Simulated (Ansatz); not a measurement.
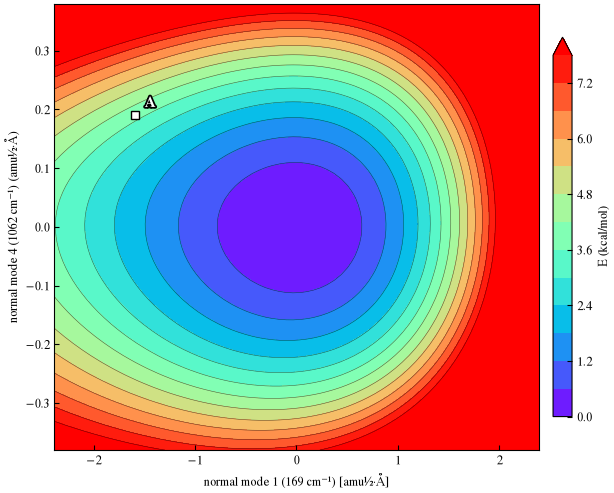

CHBrCl, SMILES Cl[CH-]Br, charge −1. First axis: normal mode 1 (169 cm⁻¹). Second axis: normal mode 4 (1062 cm⁻¹). Nothing is relaxed (straight displacements along the two mass-weighted modes). The grid has 13 × 13 points. Points are written as (first, second). Energies are in kcal/mol, from the lowest grid point. Level of theory: Ansatz 0.2.0, RHF/def2-SVPD.

The picture shows filled contours, one colour for all values above the top of the scale, the point A. Between grid points the surface is interpolated.

Is A at rest? If not, where is it pushed?

Answer. A, at (−1.59 amu½·Å, 0.190 amu½·Å), is not a stationary point. The computed force is 2 kcal/mol for each amu½·Å towards larger values of normal mode 1 (169 cm⁻¹) and 21 kcal/mol for each amu½·Å towards smaller values of normal mode 4 (1062 cm⁻¹).
